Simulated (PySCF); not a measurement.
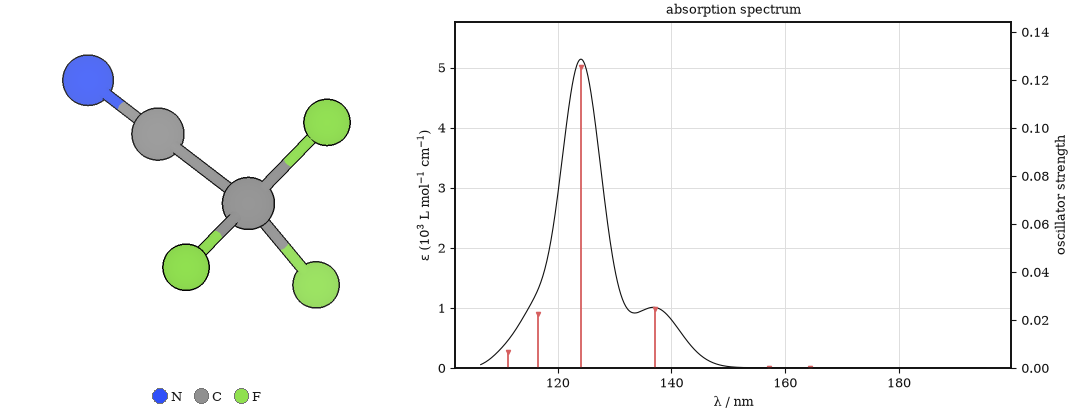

Computed absorption of C₂F₃N, SMILES N#CC(F)(F)F. Vertical TDDFT excitations, CAM-B3LYP/aug-cc-pVTZ, PySCF 2.14.0, at a PBE0-D3(BJ)/def2-TZVP geometry (no frequency check), gas phase. The lowest 10 singlet states are shown; each is broadened by a Gaussian of 1/e half-width 0.40 eV. Sticks give oscillator strengths (right axis). States within 0.01 eV of each other are merged, with their strengths summed. The highest state may be half of a pair whose partner wasn't computed.

Q: Which of the computed transitions is the brightest, and what character does the calculation give it?

A: S6/S7 at 9.99 eV (124 nm), f = 0.125, mainly HOMO/HOMO−1 → LUMO+2.

Q: Does any vertical transition fall in the visible?

A: No singlet lies below 3.1 eV (beyond 400 nm), so at this level no vertical transition falls in the visible.

Caveats: core orbitals are frozen in the response.
